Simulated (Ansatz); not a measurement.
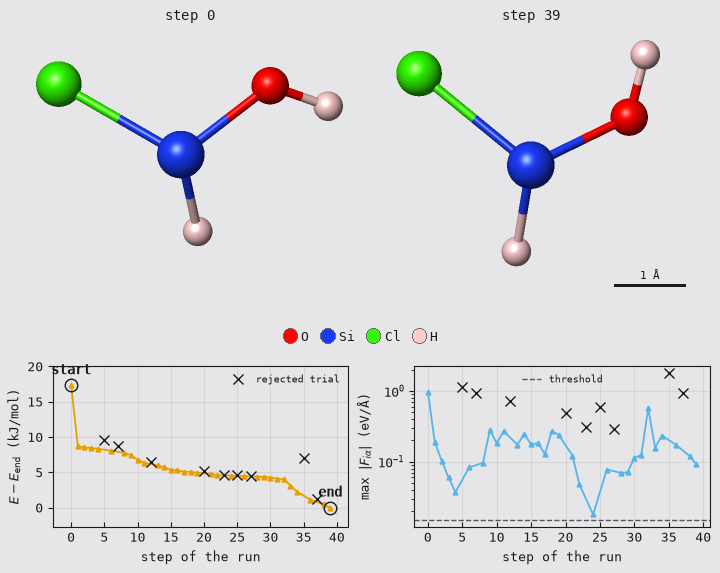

First and last geometry of a relaxation of SiH2OCl (multiplicity 2), with the history of the run. Style: ball-and-stick. Shown at a tilt.

The run prepares an end point of a later path (torsion) calculation, from a guessed geometry.

Level of theory: Ansatz, UHF/def2-SVP. (collinear spin; force threshold 0.015 eV/Å; at most 40 steps)

> What do the curves and the structures tell?

The relaxation stopped without meeting its thresholds, so the last structure isn't shown to be converged. It used up its limit of 40 steps. The energy falls by 17.3 kJ/mol in 30 accepted moves (39 points after the start). Largest force component: 0.98 eV/Å at the start, 0.092 eV/Å at the end. The line search rejected the trial steps at points 5, 7, 12, 20, 23, 25, 27, 35 and more of the run. The atom that moves furthest after the best rigid fit is an H atom (0.87 Å). Largest moves by element: H 0.87 Å, O 0.60 Å, Cl 0.31 Å, Si 0.21 Å. Near-neighbour distances that change, for instance: Cl–Si 2.042 → 2.083 Å, H–Si 1.448 → 1.474 Å, O–Si 1.628 → 1.641 Å, H–O 0.954 → 0.947 Å. Bond angles that change, for instance: O–Si–H 102.1° → 107.0°, Cl–Si–H 112.6° → 108.8°, Si–O–H 124.2° → 120.9°. Groups turn about O–Si by about 170°. Cost: 3 min on 1 thread of Intel(R) Xeon(R) Processor @ 2.50GHz (Skylake/Cascade Lake), with other jobs on the host, peak memory 0.13 GiB.

```json
{"step": "0", "E − E(0), kJ/mol": "0.00", "largest force component, eV/Å": "0.9839", "note": ""}
{"step": "1", "E − E(0), kJ/mol": "-8.65", "largest force component, eV/Å": "0.1892", "note": ""}
{"step": "2", "E − E(0), kJ/mol": "-8.78", "largest force component, eV/Å": "0.1040", "note": ""}
{"step": "3", "E − E(0), kJ/mol": "-8.89", "largest force component, eV/Å": "0.0599", "note": ""}
{"step": "4", "E − E(0), kJ/mol": "-8.98", "largest force component, eV/Å": "0.0371", "note": ""}
{"step": "5", "E − E(0), kJ/mol": "-7.82", "largest force component, eV/Å": "1.1340", "note": "rejected"}
{"step": "6", "E − E(0), kJ/mol": "-9.26", "largest force component, eV/Å": "0.0829", "note": ""}
{"step": "7", "E − E(0), kJ/mol": "-8.60", "largest force component, eV/Å": "0.9380", "note": "rejected"}
{"step": "8", "E − E(0), kJ/mol": "-9.57", "largest force component, eV/Å": "0.0965", "note": ""}
{"step": "9", "E − E(0), kJ/mol": "-9.89", "largest force component, eV/Å": "0.2793", "note": ""}
{"step": "10", "E − E(0), kJ/mol": "-10.56", "largest force component, eV/Å": "0.1825", "note": ""}
{"step": "12", "E − E(0), kJ/mol": "-10.80", "largest force component, eV/Å": "0.7184", "note": "rejected"}
{"step": "13", "E − E(0), kJ/mol": "-11.35", "largest force component, eV/Å": "0.1750", "note": ""}
{"step": "15", "E − E(0), kJ/mol": "-11.97", "largest force component, eV/Å": "0.1758", "note": ""}
{"step": "16", "E − E(0), kJ/mol": "-12.05", "largest force component, eV/Å": "0.1834", "note": ""}
{"step": "18", "E − E(0), kJ/mol": "-12.28", "largest force component, eV/Å": "0.2711", "note": ""}
{"step": "19", "E − E(0), kJ/mol": "-12.39", "largest force component, eV/Å": "0.2408", "note": ""}
{"step": "21", "E − E(0), kJ/mol": "-12.52", "largest force component, eV/Å": "0.1224", "note": ""}
{"step": "22", "E − E(0), kJ/mol": "-12.73", "largest force component, eV/Å": "0.0479", "note": ""}
{"step": "24", "E − E(0), kJ/mol": "-12.79", "largest force component, eV/Å": "0.0179", "note": ""}
{"step": "25", "E − E(0), kJ/mol": "-12.67", "largest force component, eV/Å": "0.5886", "note": "rejected"}
{"step": "27", "E − E(0), kJ/mol": "-12.87", "largest force component, eV/Å": "0.2891", "note": "rejected"}
{"step": "28", "E − E(0), kJ/mol": "-12.92", "largest force component, eV/Å": "0.0696", "note": ""}
{"step": "30", "E − E(0), kJ/mol": "-13.06", "largest force component, eV/Å": "0.1132", "note": ""}
{"step": "31", "E − E(0), kJ/mol": "-13.23", "largest force component, eV/Å": "0.1249", "note": ""}
{"step": "33", "E − E(0), kJ/mol": "-14.19", "largest force component, eV/Å": "0.1588", "note": ""}
{"step": "34", "E − E(0), kJ/mol": "-15.05", "largest force component, eV/Å": "0.2351", "note": ""}
{"step": "36", "E − E(0), kJ/mol": "-16.21", "largest force component, eV/Å": "0.1743", "note": ""}
{"step": "37", "E − E(0), kJ/mol": "-16.10", "largest force component, eV/Å": "0.9480", "note": "rejected"}
{"step": "39", "E − E(0), kJ/mol": "-17.34", "largest force component, eV/Å": "0.0922", "note": ""}
```
